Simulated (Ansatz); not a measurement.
# C₂H₅FSSi: one species, many methods

How much do the methods differ for C₂H₅FSSi? The plan is to run it at one geometry with functionals of several rungs and with coupled cluster. The yardstick is the atomisation energy at the CCSD(T) limit.

Program: Ansatz 0.2.0, Gaussian basis. Level of theory: functionals in def2-TZVPP, the program's frozen cores in correlated methods. These are calculated values, not measurements.

The runs, in order: PBE-D4, r2SCAN-D4, PBE0-D4, B3LYP-D4, ωB97X-V, ωB97M-V, B2PLYP; CCSD(T)/def2-TZVPP; MP2/def2-QZVPP; extrapolation to the limit.

**1. The relaxed structure**

All runs share one geometry, relaxed beforehand with PBE0-D4 in a triple-zeta def2 set.

SMILES `FC1C[SiH2]S1`, 10 atoms, charge 0, spin multiplicity 1.

Atoms are counted from 1 here; the program's logs count them from 0.

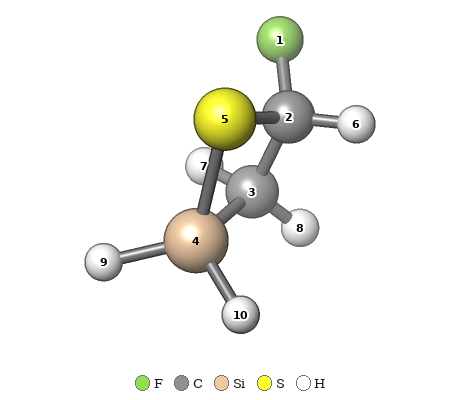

The structure; fluorine green, carbon grey, silicon light orange, sulfur yellow, hydrogen white; atoms are numbered from 1 in the order of the file.

**2. PBE-D4 (GGA)**

File in.yaml:

```yaml
crystal:
  periodic: [false, false, false]
  atoms:
    - {symbol: F, position_ang: [-2.234439, 0.527844, 0.445669]}
    - {symbol: C, position_ang: [-0.869021, 0.618009, 0.530809]}
    - {symbol: C, position_ang: [-0.172926, 0.244442, -0.774874]}
    - {symbol: Si, position_ang: [1.128425, -0.809692, 0.079493]}
    - {symbol: S, position_ang: [-0.193247, -0.598362, 1.745713]}
    - {symbol: H, position_ang: [-0.637872, 1.628228, 0.873452]}
    - {symbol: H, position_ang: [-0.844147, -0.401110, -1.345971]}
    - {symbol: H, position_ang: [0.111489, 1.095550, -1.393214]}
    - {symbol: H, position_ang: [1.341240, -2.191473, -0.420851]}
    - {symbol: H, position_ang: [2.453697, -0.164636, 0.262771]}
basis:
  gaussian: {orbitals: def2-TZVPP}
hamiltonian: {xc: pbe, dispersion: d4}
output: {forces: true, orbitals: {seedname: orbitals}}
```

Run with:

```bash
$ ansatz run in.yaml --threads 4 --pin off --events-out ev --progress --plain --max-ram 10444MiB
```

After this run come: r2SCAN-D4 (meta-GGA); PBE0-D4 (hybrid); B3LYP-D4 (hybrid); ωB97X-V (range-separated); ωB97M-V (range-separated); B2PLYP (double hybrid); CCSD(T) in def2-TZVPP; MP2 in def2-QZVPP.

**Question.** What will the summary of the whole plan be? Wanted: atomisation energy, CCSD(T)/CBS; farthest; mean size of error, hybrid; mean size of error, range-separated; gap, smallest and largest; T1 diagnostic; triples share of the correlation energy.

The runs gave:

| quantity | value |
| --- | --- |
| atomisation energy, CCSD(T)/CBS | 3645.9 kJ/mol |
| functionals within 18.2 kJ/mol (0.5 %) | B3LYP-D4 |
| farthest | PBE-D4 (+85.6 kJ/mol) |
| mean size of error, hybrid | 19.3 kJ/mol |
| mean size of error, range-separated | 24.1 kJ/mol |
| gap, smallest and largest | 4.94 eV (PBE-D4), 11.35 eV (ωB97X-V) |
| T1 diagnostic | 0.0121 |
| triples share of the correlation energy | 4.0 % |

**Reading.** PBE-D4 misses by +85.6 kJ/mol. Double hybrids carry the basis error of their MP2 part in triple zeta, and no dispersion term here, so their miss is partly the set-up's. Misses under about 18.2 kJ/mol are within the doubt on the reference itself, which lacks core-valence correlation, relativity and higher excitations. Hartree-Fock recovers 72 % of the binding; the rest is correlation. Orbital gaps span 4.9 to 11.4 eV; exact exchange widens them.
